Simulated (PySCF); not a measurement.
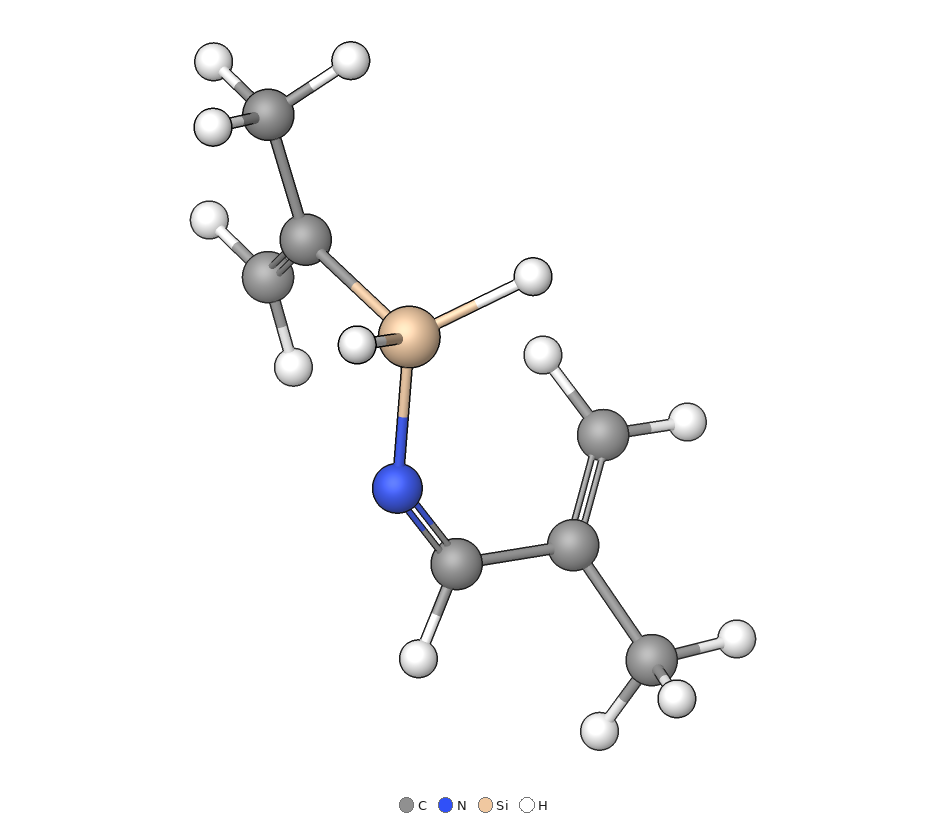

The geometry was computed by an optimisation with GFN2-xTB. No frequency run is at hand to confirm it as a minimum. Properties computed with PBE0/pcSseg-1, gas phase (PySCF 2.14.0).

> Estimate the HOMO–LUMO gap.

5.24 eV.

> What is the dipole moment?

2.06 D.

> Estimate the HOMO energy (Kohn–Sham orbital).

−6.72 eV.

The geometry is semi-empirical. Around Si such bond lengths and angles can be off by a tenth of an ångström or more and by several degrees, and values that hang on the shape move with them.
